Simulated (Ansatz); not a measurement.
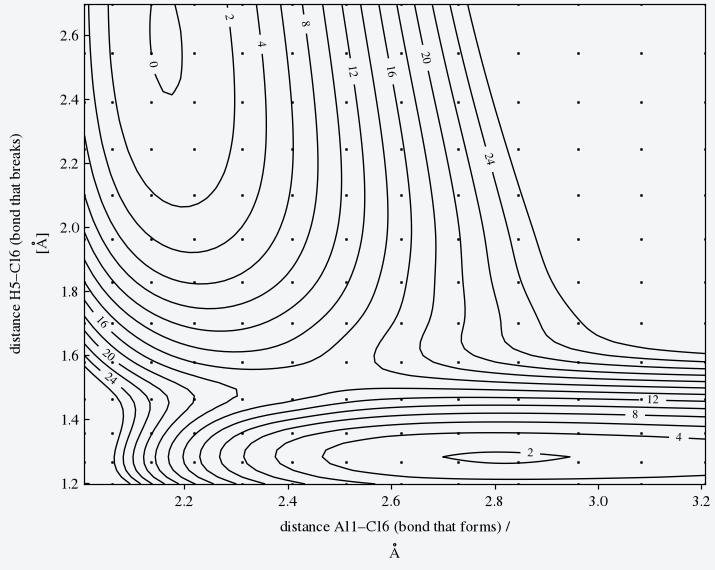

Energy landscape of the reacting system AlClFH3 (fragments AlFH₂ + ClH where the first distance is long, AlClFH₃ where the second is long). 
- First axis: distance Al1–Cl6 (bond that forms). Second axis: distance H5–Cl6 (bond that breaks).
- Relaxed at each point: all other coordinates.
- The grid has 13 × 13 points.
- Points are written as (first, second).
- Energies: kcal/mol, counted from the lowest grid point.
- The reference is spin-restricted, so regions where a bond is pulled apart into radicals lie too high.
- The calculation used Ansatz 0.2.0, RHF/def2-SVP.

In the figure: contour lines labelled in kcal/mol (none above 26), dots at the grid points. Between grid points the surface is interpolated. 

### Summarise what can be read from the map.

The lowest grid point is at (2.135 Å, 2.542 Å). A higher local minimum lies near (2.845 Å, 1.264 Å) (2.0 kcal/mol above the lowest at that grid point). The highest grid point, (3.207 Å, 2.697 Å), lies 50.3 kcal/mol above the lowest. On the interpolated surface the lowest path from the side where the first distance is long, about (3.09 Å, 1.28 Å), to the side where the second distance is long, about (2.16 Å, 2.59 Å), has its top at about (2.47 Å, 1.52 Å), about 13 kcal/mol above the start and 15 kcal/mol above the end.

Grid values (kcal/mol):

```tsv
second ↓, first →	2.007	2.061	2.135	2.219	2.311	2.409	2.512	2.619	2.730	2.845	2.962	3.083	3.207
2.697	4.5	1.7	0.0	0.5	2.9	7.1	12.4	18.5	25.0	31.6	38.1	44.3	50.3
2.542	4.8	1.8	0.0	0.3	2.6	6.5	11.6	17.4	23.7	30.1	36.3	42.2	47.9
2.391	5.3	2.3	0.3	0.3	2.4	6.1	10.9	16.5	22.4	28.5	34.4	40.1	45.4
2.244	6.3	3.1	0.9	0.8	2.5	5.9	10.5	15.7	21.3	27.0	32.5	37.8	42.7
2.101	8.0	4.6	2.1	1.7	3.2	6.2	10.4	15.2	20.4	25.7	30.8	35.6	40.1
1.962	10.4	6.8	4.1	3.3	4.4	7.0	10.8	15.2	19.9	24.6	29.1	33.4	37.3
1.828	14.0	10.1	7.1	5.9	6.5	8.6	11.8	15.6	19.7	23.8	27.6	31.2	34.4
1.699	18.9	14.7	11.2	9.5	9.5	11.0	13.4	16.4	19.7	22.9	25.8	28.5	30.8
1.577	25.2	20.6	16.4	14.0	13.1	13.7	15.1	16.9	18.8	20.6	22.1	23.1	23.9
1.462	32.3	27.0	21.8	18.0	15.7	14.3	12.7	11.9	11.6	11.6	11.9	12.2	12.6
1.357	34.9	27.8	20.3	14.3	10.0	7.1	5.3	4.4	4.0	4.0	4.2	4.5	4.9
1.264	33.7	26.4	18.8	12.8	8.3	5.3	3.5	2.5	2.0	2.0	2.1	2.4	2.7
1.197	37.2	29.9	22.2	16.1	11.6	8.5	6.7	5.6	5.1	5.0	5.1	5.4	5.7
```

Each point was launched as `ansatz run input.yaml --threads 1 --pin off --max-ram 2560MiB --backend cpu --events-out ev --progress --plain --runs-dir out`. The whole map (169 points run) took 10 min on 1 thread of Arm Neoverse V1, with other jobs on the host.
